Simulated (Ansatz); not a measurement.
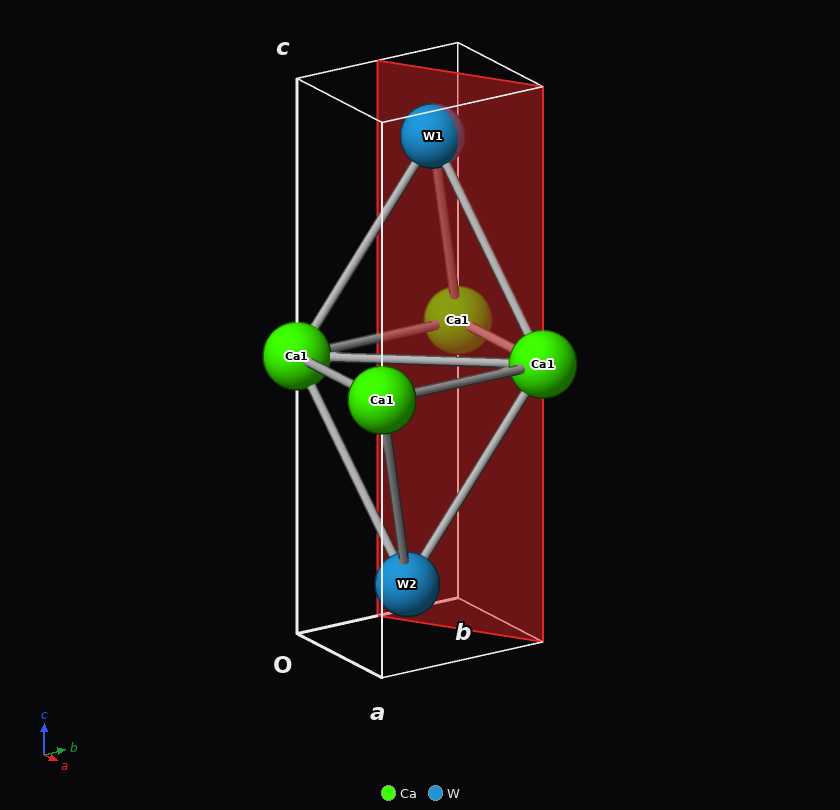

Crystal: CaW₂, coordinates from a relaxation with DFT PBE, scalar-relativistic, plane waves, PAW (Ansatz 0.2.0); the starting structure was generated, so it need not be a known form of this composition. The shaded plane is a symmetry element of the crystal. All values are computed from the atomic coordinates in the standard setting (tolerance 0.002 Å).

a = 3.190 Å, b = 3.190 Å, c = 7.216 Å, α = 90.00°, β = 90.00°, γ = 120.00°.

| atom | x | y | z |
| --- | --- | --- | --- |
| Ca1 | 0.0000 | 0.0000 | 0.5000 |
| W1 | 0.3333 | 0.6667 | 0.8797 |
| W2 | 0.6667 | 0.3333 | 0.1203 |

Is it a mirror or a glide plane, and what is the operation?

Answer. It is a mirror plane, parallel to (1 −2 0), through (0.400, 0.700, 1/2): x, y, z → x, x−y+1, z.

Onto which atom does it carry each atom (up to whole multiples of a, b and c)?

Answer. Ca1 → Ca1, W1 → W1, W2 → W2.

What is the crystal's space group?

Answer. P-3m1, No. 164.
